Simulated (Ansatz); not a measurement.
The starting structures come from a database of crystals and need not be the phases stable at ambient conditions.

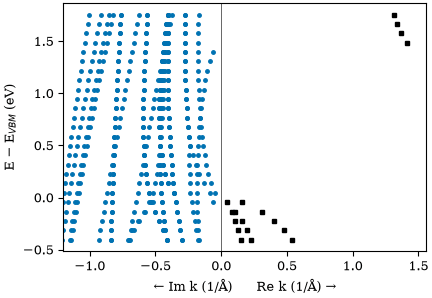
Figure: Complex bands at the centre of the two-dimensional zone; r2SCAN in Ansatz (a quantum-chemistry and plane-wave program)

No gap correction and no spin-orbit coupling; mid-gap values are interpolated between computed energies.

This is Ba(MgP)$_{2}$ (P-3m1, not sure to be the ambient phase, 5 atoms a cell, 25.3 Å³ an atom) along the normal of (110). Read off the slowest decay at the centre of the two-dimensional zone at 0.77 eV, the computed energy nearest the middle of the gap.

κ ≈ 0.16 1/Å, a decay length 1/(2κ) of the density of 3.2 Å.
